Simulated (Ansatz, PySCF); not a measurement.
Potential energy curve for H₃FGe, SMILES [F][GeH3]. The Ge1–F5 bond (Ge1 also carries H, H, H; F5 carries nothing else) is varied alone, starting from the PBE0/def2-TZVP optimised geometry.

```
5

Ge     0.0000     0.0000     0.0000
H     -1.2748    -0.7360    -0.4291
H      1.2746    -0.7359    -0.4298
H      0.0000     1.4721    -0.4286
F      0.0000     0.0000     1.7420
```

RHF/cc-pVTZ (Ansatz, a first-principles code); UCCSD = CCSD on UHF/cc-pVTZ, cores with 3d frozen (Ansatz); UKS-PBE = unrestricted PBE/cc-pVTZ (Ansatz); UHF/cc-pVTZ (Ansatz); RHF/3-21G = restricted Hartree-Fock/3-21G run with PySCF.

Energies are in kcal/mol, each relative to the lowest point of its own curve near equilibrium.

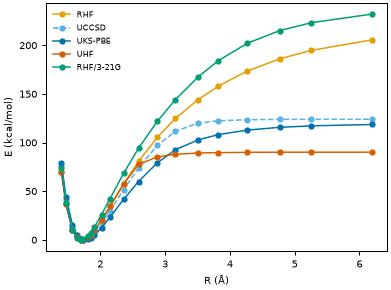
Figure: Energy against bond length for each method.

| R / Å | RHF | UCCSD | UKS-PBE | UHF | RHF/3-21G |
|---|---|---|---|---|---|
| 1.40 | 70.0 | 75.9 | 79.1 | 70.0 | 73.5 |
| 1.47 | 36.4 | 40.8 | 43.9 | 36.4 | 37.6 |
| 1.57 | 10.4 | 13.0 | 15.3 | 10.4 | 10.0 |
| 1.64 | 2.4 | 3.8 | 5.3 | 2.4 | 1.9 |
| 1.70 | 0.0 | 0.5 | 1.1 | 0.0 | 0.0 |
| 1.74 | 0.1 | 0.0 | 0.0 | 0.1 | 0.6 |
| 1.81 | 2.6 | 1.6 | 0.5 | 2.6 | 4.2 |
| 1.85 | 5.0 | 3.6 | 1.8 | 5.0 | 7.4 |
| 1.91 | 9.7 | 7.6 | 4.8 | 9.7 | 13.2 |
| 2.02 | 20.3 | 17.1 | 12.4 | 20.3 | 25.9 |
| 2.15 | 34.4 | 30.0 | 23.2 | 34.4 | 42.2 |
| 2.36 | 57.4 | 51.5 | 41.5 | 57.4 | 68.3 |
| 2.59 | 80.6 | 73.9 | 59.9 | 77.4 | 94.1 |
| 2.88 | 105.3 | 97.0 | 79.1 | 85.3 | 121.8 |
| 3.16 | 124.8 | 111.6 | 92.6 | 87.9 | 144.1 |
| 3.51 | 144.2 | 120.0 | 102.7 | 89.2 | 167.4 |
| 3.82 | 157.9 | 122.4 | 108.1 | 89.6 | 184.0 |
| 4.27 | 173.5 | 123.5 | 112.8 | 89.9 | 202.0 |
| 4.77 | 186.0 | 123.8 | 115.6 | 90.0 | 215.1 |
| 5.26 | 194.7 | 123.9 | 117.1 | 90.1 | 223.2 |
| 6.19 | 205.4 | 123.9 | 118.5 | 90.1 | 232.0 |

At the longest distance, 6.19 Å, RHF/3-21G lies highest above its minimum (232.0 kcal/mol) and UHF lowest (90.1 kcal/mol).

The restricted form behind RHF, RHF/3-21G keeps the bonding electrons paired and can't separate into open-shell fragments. The unrestricted determinant behind UCCSD, UHF is spin-contaminated at 2.59 to 6.19 Å (<S²> up to 1.0, against 0.00 for a pure singlet). The unrestricted determinant behind UKS-PBE is spin-contaminated at 3.16 to 6.19 Å (<S²> up to 0.7, against 0.00 for a pure singlet).
